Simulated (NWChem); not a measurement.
# the pair HCl···CuCl, step by step

Aim: the energy (singlet CuHCl2, TPSS-D3(0)/6-31G*), then the energy (singlet HCl, TPSS-D3(0)/6-31G*), then a single-point energy (singlet CuCl, TPSS-D3(0)/6-31G*), then a single-point energy (singlet HCl, TPSS-D3(0)/6-31G*), then the energy (singlet CuCl, TPSS-D3(0)/6-31G*) of Cl2CuH and its partners. 

The calculation is run with NWChem 7.3.0.

### 1 The structure to begin with

The species is CuHCl2 (4 atoms), meant as a singlet with charge 0. The two molecules were placed rigidly side by side, at 1.3 times their contact distance; the pair isn't optimised.

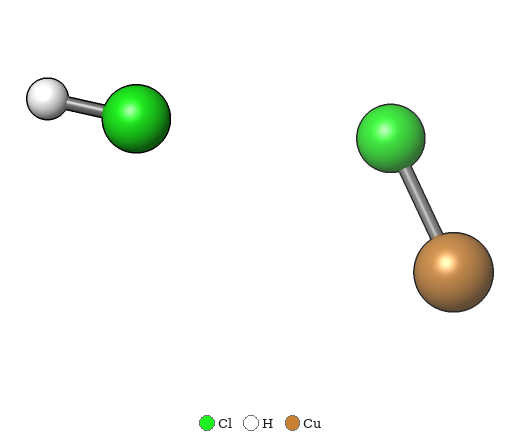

The structure, seen from a chosen angle (chlorine green, hydrogen white, copper orange).

### 2 The energy at TPSS-D3(0)/6-31G(d) (spherical functions) (run 1)

Input file cl2cuh.nw:

```
start cl2cuh
memory total 2200 mb
geometry units atomic noautosym nocenter noautoz
 Cl  1.03179046 -0.33731611  0.53063510
 H  -1.03179046  0.33731611 -0.53063510
 Cl  9.17959031  2.60570556 -0.06394833
 Cu 11.47139347 -0.45506495 -0.94132927
end
basis spherical bse
 * library 6-31G*
end
dft
 xc xtpss03 ctpss03
 disp vdw 3
 grid fine
 convergence energy 1e-08
 iterations 100
 mulliken
 print low
end
task dft
```

On the command line:

```
nwchem cl2cuh.nw > cl2cuh.out
```

What it wrote:

```text
[...]
 d= 0,ls=0.0,diis     1  -2561.0477634940 -2.78D+03  1.48D-01  2.24D+00     1.4
[...]
 d= 0,ls=0.0,diis    13  -2561.2231431814 -3.97D-10  4.65D-08  2.59D-11    12.5
         Total DFT energy =    -2561.223143181417
      One electron energy =    -3992.241452843993
           Coulomb energy =     1338.572846443583
    Exchange-Corr. energy =     -124.233269803172
 Nuclear repulsion energy =      216.679216365680
    Dispersion correction =       -0.000483343514
[...]
      Total Density - Mulliken Population Analysis
     ---------------------------------------------
    Atom       Charge   Shell Charges
 -----------   ------   -------------------------------------------------------
    1 Cl  17    17.22   2.00  2.00  5.97  1.41  3.63  0.56  1.64  0.02
    2 H    1     0.78   0.50  0.27
    3 Cl  17    17.34   2.00  2.00  5.97  1.39  3.61  0.55  1.81  0.01
    4 Cu  29    28.66   2.00  2.00  6.00  2.00  5.99  0.56  0.17  0.35  0.06  6.21  3.31  0.00
[...]
```

Run time: 13 s. Hardware: 1 thread of AMD EPYC 9R45 (Zen 5), shared host; peak memory 0.12 GiB.

### 3 HCl: the energy at TPSS-D3(0)/6-31G(d) (spherical functions) (run 2)

Input file input.nw:

```
start input
memory stack 880 mb heap 220 mb global 1100 mb

geometry units atomic noautosym nocenter noautoz
  Cl  1.03179046 -0.33731611  0.53063510
  H  -1.03179046  0.33731611 -0.53063510
end

basis spherical bse
  * library 6-31G*
end

dft
  xc xtpss03 ctpss03
  disp vdw 3
  grid fine
  convergence energy 1e-08
  iterations 100
  mulliken
  print low
end

task dft
```

On the command line:

```
nwchem input.nw > input.out
```

What it wrote:

```text
[...]
 d= 0,ls=0.0,diis     1   -460.7755286590 -4.68D+02  2.93D-02  1.56D-01     0.2
[...]
 d= 0,ls=0.0,diis     7   -460.7959373402 -1.81D-10  2.76D-07  3.30D-11     0.7
         Total DFT energy =     -460.795937340175
      One electron energy =     -649.937180180418
           Coulomb energy =      210.737829446030
    Exchange-Corr. energy =      -28.631361890867
 Nuclear repulsion energy =        7.034776967509
    Dispersion correction =       -0.000001682429
[...]
      Total Density - Mulliken Population Analysis
     ---------------------------------------------
    Atom       Charge   Shell Charges
 -----------   ------   -------------------------------------------------------
    1 Cl  17    17.23   2.00  2.00  5.97  1.40  3.63  0.56  1.64  0.02
    2 H    1     0.77   0.50  0.27
[...]
```

It took 1.2 s on 1 thread of AMD EPYC 9R45 (Zen 5), shared host; peak memory 0.12 GiB.

### 4 CuCl: the energy at TPSS-D3(0)/6-31G(d) (spherical functions) (run 3)

Input file struct.nw:

```
start struct
title "ClCu TPSS"
memory 2200 mb
geometry noautosym nocenter noautoz
  Cl    4.857630    1.378880   -0.033840
  Cu    6.070400   -0.240810   -0.498130
end
basis spherical bse
  * library 6-31G*
end
dft
  xc xtpss03 ctpss03
  disp vdw 3
  grid fine
  convergence energy 1e-08
  iterations 100
  mulliken
  print low
end
task dft energy
```

On the command line:

```
nwchem struct.nw > struct.out
```

What it wrote:

```text
[...]
 d= 0,ls=0.0,diis     1  -2100.2730448875 -2.23D+03  2.75D-01  2.08D+00     0.9
[...]
 d= 0,ls=0.0,diis    13  -2100.4270883087 -4.76D-10  1.05D-07  4.64D-11     7.5
         Total DFT energy =    -2100.427088308705
      One electron energy =    -3174.030943034696
           Coulomb energy =     1043.539911878158
    Exchange-Corr. energy =      -95.602947004627
 Nuclear repulsion energy =      125.666910229980
    Dispersion correction =       -0.000020377521
[...]
      Total Density - Mulliken Population Analysis
     ---------------------------------------------
    Atom       Charge   Shell Charges
 -----------   ------   -------------------------------------------------------
    1 Cl  17    17.34   2.00  2.00  5.97  1.39  3.61  0.55  1.81  0.01
    2 Cu  29    28.66   2.00  2.00  6.00  2.00  5.99  0.56  0.17  0.35  0.06  6.21  3.31  0.00
[...]
```

It took 8.1 s on 1 thread of AMD EPYC 9R45 (Zen 5), shared host; peak memory 0.12 GiB.

### 5 HCl among ghost functions: a single-point energy at TPSS-D3(0)/6-31G(d) (spherical functions, with ghost functions) (run 4)

Input file a.nw:

```
start a
memory total 2200 mb
geometry units angstroms noautosym nocenter noautoz
  Cl    0.546000   -0.178500    0.280800
  H    -0.546000    0.178500   -0.280800
  bqCl     4.857630     1.378880    -0.033840
  bqCu     6.070400    -0.240810    -0.498130
end
basis "ao basis" spherical bse
  Cl library 6-31G*
  H library 6-31G*
  bqCl library Cl 6-31G*
  bqCu library Cu 6-31G*
end
dft
  xc xtpss03 ctpss03
  mult 1
  disp vdw 3
  grid fine
  convergence energy 1e-08
  iterations 100
  mulliken
  print low
end
task dft
```

On the command line:

```
nwchem a.nw > a.out
```

What it wrote:

```text
[...]
 d= 0,ls=0.0,diis     1   -460.7755945203 -4.68D+02  8.15D-03  1.56D-01     0.8
[...]
 d= 0,ls=0.0,diis     7   -460.7960172318 -2.00D-10  7.63D-08  3.27D-11     4.9
         Total DFT energy =     -460.796017231831
      One electron energy =     -649.933058607623
           Coulomb energy =      210.733240328589
    Exchange-Corr. energy =      -28.630974729690
 Nuclear repulsion energy =        7.034777459321
    Dispersion correction =       -0.000001682428
[...]
      Total Density - Mulliken Population Analysis
     ---------------------------------------------
    Atom       Charge   Shell Charges
 -----------   ------   -------------------------------------------------------
    1 Cl  17    17.23   2.00  2.00  5.97  1.40  3.63  0.56  1.64  0.02
    2 H    1     0.77   0.50  0.27
    3 X    0     0.00  -0.00 -0.00  0.00 -0.00 -0.00 -0.00  0.00  0.00
    4 X    0     0.00  -0.00 -0.00 -0.00 -0.00  0.00 -0.00 -0.00  0.00  0.00 -0.00 -0.00 -0.00
[...]
```

Run time: 5.7 s. Hardware: 1 thread of AMD EPYC 9R45 (Zen 5), shared host; peak memory 0.12 GiB.

### 6 CuCl among ghost functions: a single-point energy at TPSS-D3(0)/6-31G(d) (spherical functions, with ghost functions) (run 5)

Input file nw.nw:

```
START nw
TITLE "ClCu"
memory 2200 mb

GEOMETRY noautosym nocenter noautoz
  Cl     4.857630     1.378880    -0.033840
  Cu     6.070400    -0.240810    -0.498130
  bqCl     0.546000    -0.178500     0.280800
  bqH     -0.546000     0.178500    -0.280800
END

BASIS "ao basis" spherical bse
  Cl library 6-31G*
  Cu library 6-31G*
  bqCl library Cl 6-31G*
  bqH library H 6-31G*
END

DFT
  xc xtpss03 ctpss03
  disp vdw 3
  grid fine
  convergence energy 1e-08
  iterations 100
  mulliken
  noprint "final vectors analysis"
END

TASK dft energy
```

On the command line:

```
nwchem nw.nw > nw.out
```

What it wrote:

```text
[...]
          Wavefunction type:  closed shell.
          No. of atoms     :     4
          No. of electrons :    46
[...]
          Charge           :     0
          Spin multiplicity:     1
[...]
          AO basis - number of functions:    72
[...]
              XC Information
              --------------
                  TPSS metaGGA Exchange Functional  1.000
             TPSS03 metaGGA Correlation Functional  1.000
[...]
 d= 0,ls=0.0,diis     1  -2100.2731383860 -2.23D+03  1.90D-01  2.08D+00     1.3
[...]
 d= 0,ls=0.0,diis    13  -2100.4271682091 -7.72D-10  3.87D-08  1.54D-11    12.0
         Total DFT energy =    -2100.427168209064
      One electron energy =    -3174.028717453603
           Coulomb energy =     1043.537466497309
    Exchange-Corr. energy =      -95.602807105230
 Nuclear repulsion energy =      125.666910229980
    Dispersion correction =       -0.000020377521
[...]
      Total Density - Mulliken Population Analysis
     ---------------------------------------------
    Atom       Charge   Shell Charges
 -----------   ------   -------------------------------------------------------
    1 Cl  17    17.34   2.00  2.00  5.97  1.39  3.61  0.55  1.81  0.01
    2 Cu  29    28.66   2.00  2.00  6.00  2.00  5.99  0.56  0.17  0.35  0.06  6.21  3.31  0.00
    3 X    0     0.00  -0.00 -0.00 -0.00 -0.00 -0.00  0.00  0.00  0.00
    4 X    0     0.00  -0.00  0.00
[...]
```

Wall time 13 s (1 thread of AMD EPYC 9R45 (Zen 5), shared host); peak memory 0.12 GiB.

### 7 Results

```
                                                                                                               quantity           value
                                                                                 run 1, TPSS-D3(0)/6-31G*: total energy  -2561.22314 Eh
                                                                            run 1, TPSS-D3(0)/6-31G*: dispersion energy    -1.27 kJ/mol
                                                                                                      HCl: total energy   -460.79594 Eh
                                                                                                 HCl: dispersion energy     0.00 kJ/mol
                                                                                                     CuCl: total energy  -2100.42709 Eh
                                                                                                CuCl: dispersion energy    -0.05 kJ/mol
                                                                                HCl among ghost functions: total energy   -460.79602 Eh
                                                                           HCl among ghost functions: dispersion energy     0.00 kJ/mol
                                                                               CuCl among ghost functions: total energy  -2100.42717 Eh
                                                                              CuCl among ghost functions: dipole moment          4.81 D
                                                                          CuCl among ghost functions: dispersion energy    -0.05 kJ/mol
              interaction energy of the rigid parts HCl and CuCl (parts in their own basis; closest atoms 4.60 Å apart)       -0.003 eV
interaction energy of the rigid parts HCl and CuCl (parts in the whole basis, counterpoise; closest atoms 4.60 Å apart)        0.001 eV
```

The interaction energy of the rigid parts HCl and CuCl (parts in their own basis; closest atoms 4.60 Å apart) is −0.00 eV (−0.1 kcal/mol). Without counterpoise this holds the superposition error of the basis. The interaction energy of the rigid parts HCl and CuCl (parts in the whole basis, counterpoise; closest atoms 4.60 Å apart) is 0.00 eV (0.1 kJ/mol). The basis-set superposition error is 0.4 kJ/mol. It is larger than the uncorrected attraction, which is thus an artefact of the basis. Mulliken charges (run 1, TPSS-D3(0)/6-31G*) run from -0.34 on Cl3 to +0.34 on Cu4.
